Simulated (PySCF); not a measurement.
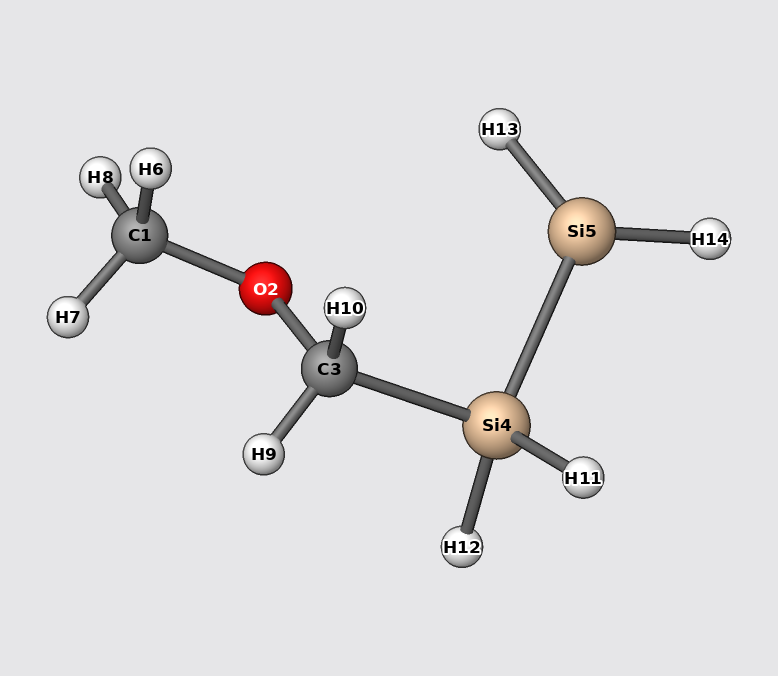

The questions are on Mulliken spin populations. Charge 0, doublet. The computed structure is the end point of a GFN2-xTB optimisation. No frequency run is at hand to confirm it as a minimum. Level of theory: UKS B3LYP, pcH-1 on C H O Si, non-relativistic (PySCF 2.14.0).

Give the Mulliken spin populations atom by atom.

| atom | value (e) |
| --- | --- |
| C1 | 0.00 |
| O2 | 0.00 |
| C3 | 0.00 |
| Si4 | 0.01 |
| Si5 | 0.99 |
| H6 | 0.00 |
| H7 | 0.00 |
| H8 | 0.00 |
| H9 | 0.00 |
| H10 | 0.00 |
| H11 | 0.00 |
| H12 | 0.04 |
| H13 | −0.02 |
| H14 | −0.03 |

Mulliken values depend strongly on the basis set. The geometry is semi-empirical. Around Si such bond lengths and angles can be off by a tenth of an ångström or more and by several degrees, and values that hang on the shape move with them.
